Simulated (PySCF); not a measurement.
B2H5 (SMILES B[BH3-]) (charge −1)

```json
{"atom": "B", "x (Å)": "0.3055", "y (Å)": "-0.3366", "z (Å)": "0.5315"}
{"atom": "B", "x (Å)": "-1.3850", "y (Å)": "-0.3698", "z (Å)": "0.3481"}
{"atom": "H", "x (Å)": "0.8680", "y (Å)": "0.3777", "z (Å)": "1.3433"}
{"atom": "H", "x (Å)": "1.0700", "y (Å)": "-0.7420", "z (Å)": "-0.2583"}
{"atom": "H", "x (Å)": "-1.6179", "y (Å)": "0.8031", "z (Å)": "0.2232"}
{"atom": "H", "x (Å)": "-2.0966", "y (Å)": "-0.8849", "z (Å)": "1.1874"}
{"atom": "H", "x (Å)": "-1.6582", "y (Å)": "-0.9091", "z (Å)": "-0.7925"}
```

Geometry: GFN2-xTB, MD frame at 250 fs, 200 K.

Method: PBE0/pcSseg-1, SCF density, gas phase, non-relativistic in PySCF.

What can the converged electron density and electron localisation function tell about the bonding?

B–B (1.70 Å): ρ at the midpoint is about 0.99 e/Å³; the ELF peaks at about 1 between the atoms (a covalent bond).
B–H (1.17 Å): ρ is about 1.2 e/Å³ halfway; the ELF climbs to about 1 towards the hydrogen, as it does in any bond to H (a covalent bond by its length).

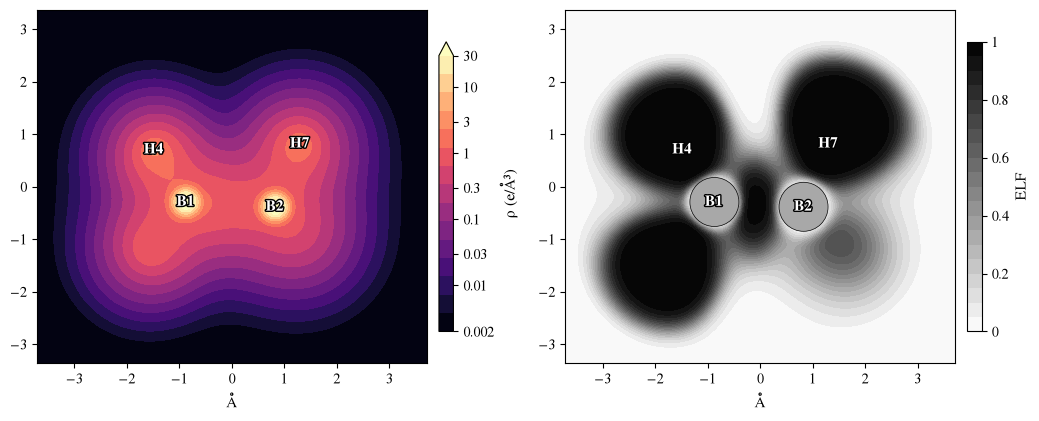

Computed electron density and electron localisation function on the plane of atoms B2, B1 and H4, in this order. Grey discs cover the atomic cores in the ELF map. 
